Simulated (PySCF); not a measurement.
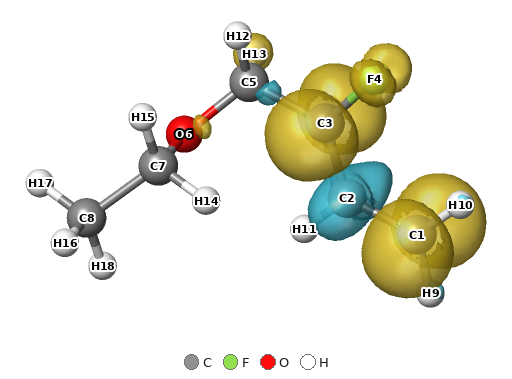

Figure. C6H10FO (SMILES C=C[C](F)COCC) (doublet). Isosurfaces of the spin density at +0.03 (yellow) and −0.03 e/Å³ (cyan), seen across its widest extent.

Geometry: GFN2-xTB.

All numbers below come from UKS B3LYP, pcH-1 on C F H O, non-relativistic, mean-field spin-orbit, GIAO (PySCF).

```json
{"atom": "C", "x (Å)": "-2.8109", "y (Å)": "0.6796", "z (Å)": "-1.1093"}
{"atom": "C", "x (Å)": "-1.8429", "y (Å)": "-0.0075", "z (Å)": "-0.4326"}
{"atom": "C", "x (Å)": "-1.2993", "y (Å)": "0.3657", "z (Å)": "0.7798"}
{"atom": "F", "x (Å)": "-1.7423", "y (Å)": "1.4853", "z (Å)": "1.4007"}
{"atom": "C", "x (Å)": "-0.2381", "y (Å)": "-0.3713", "z (Å)": "1.5343"}
{"atom": "O", "x (Å)": "0.6885", "y (Å)": "-1.0249", "z (Å)": "0.7063"}
{"atom": "C", "x (Å)": "1.5623", "y (Å)": "-0.1495", "z (Å)": "0.0161"}
{"atom": "C", "x (Å)": "2.5365", "y (Å)": "-0.9894", "z (Å)": "-0.7922"}
{"atom": "H", "x (Å)": "-3.1890", "y (Å)": "0.3269", "z (Å)": "-2.0499"}
{"atom": "H", "x (Å)": "-3.2229", "y (Å)": "1.5901", "z (Å)": "-0.7115"}
{"atom": "H", "x (Å)": "-1.4374", "y (Å)": "-0.9214", "z (Å)": "-0.8450"}
{"atom": "H", "x (Å)": "0.2646", "y (Å)": "0.3347", "z (Å)": "2.2160"}
{"atom": "H", "x (Å)": "-0.6869", "y (Å)": "-1.1697", "z (Å)": "2.1421"}
{"atom": "H", "x (Å)": "0.9877", "y (Å)": "0.5160", "z (Å)": "-0.6448"}
{"atom": "H", "x (Å)": "2.1056", "y (Å)": "0.4765", "z (Å)": "0.7414"}
{"atom": "H", "x (Å)": "3.2263", "y (Å)": "-0.3442", "z (Å)": "-1.3285"}
{"atom": "H", "x (Å)": "3.0966", "y (Å)": "-1.6437", "z (Å)": "-0.1300"}
{"atom": "H", "x (Å)": "1.9929", "y (Å)": "-1.6033", "z (Å)": "-1.5045"}
```

Where is the unpaired spin?

The unpaired spin (1 electron) lies mostly on C1 (about 0.4), C3 (about 0.4) and F4 (about 0.1), in electrons by Hirshfeld's partition.
